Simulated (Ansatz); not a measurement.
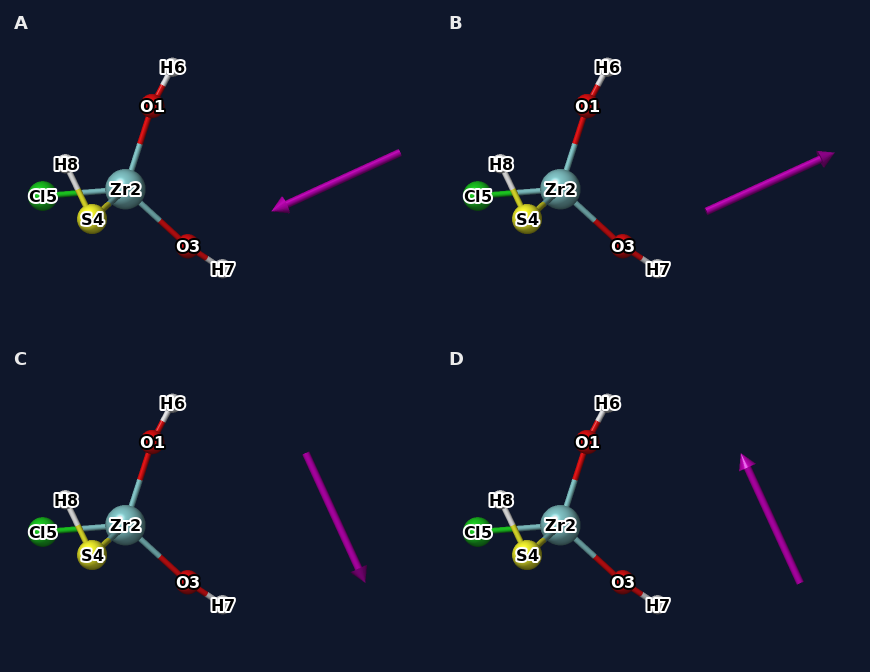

The same molecule four times, each with an arrow. The species is neutral and a spin singlet. The geometry was computed by an optimisation with PBE0-D4/def2-TZVP. No frequency run is at hand to confirm it as a minimum. Properties computed with RKS PBE-D4/def2-TZVPP, core potentials on Zr (Ansatz 0.2.0).

**Which arrow points along the dipole moment, from the negative to the positive end?**

B. The dipole moment is 3.72 D; it points from the side of Cl5, H8 to the side of H6 (the outermost atoms at the two ends).
